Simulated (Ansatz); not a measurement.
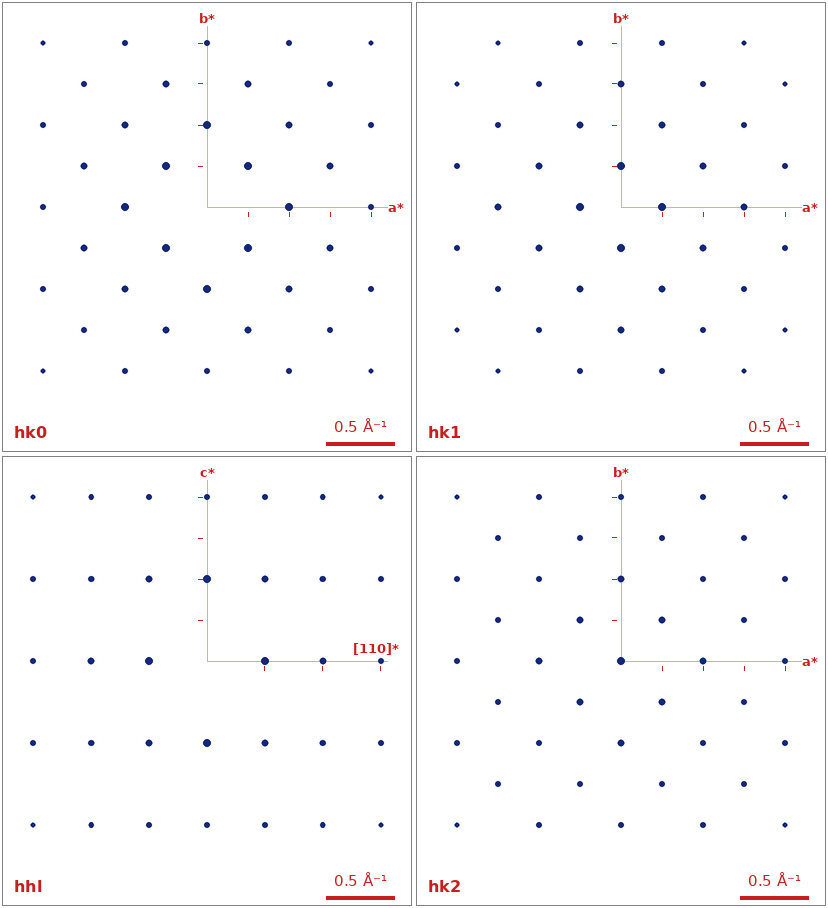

Simulated precession-type sections (X-rays; kinematic intensities, B = 0.5 Å²). The ticks mark integer indices of the conventional cell.

The compound is Ta. Structure: the input geometry of an electronic-structure calculation (not necessarily at equilibrium).

### What cell do the layers give?

a* = 0.302, b* = 0.302, c* = 0.302 Å⁻¹; the cell is cubic with a = 3.31 Å.

### Which reflection conditions do the layers show?

Reflections are present only under these conditions. hkl: h + k + l = 2n; hk0: h + k = 2n; hhl: l = 2n; h00: h = 2n. The lattice is body-centred (I).

### Which space groups fit?

The intensities have Laue symmetry m-3m (the hk0 layer shows 4mm, hk1 shows 4mm). With these conditions the candidates are I432 (No. 211), I-43m (No. 217), Im-3m (No. 229). Diffraction geometry alone does not choose among them; the structure has Im-3m.
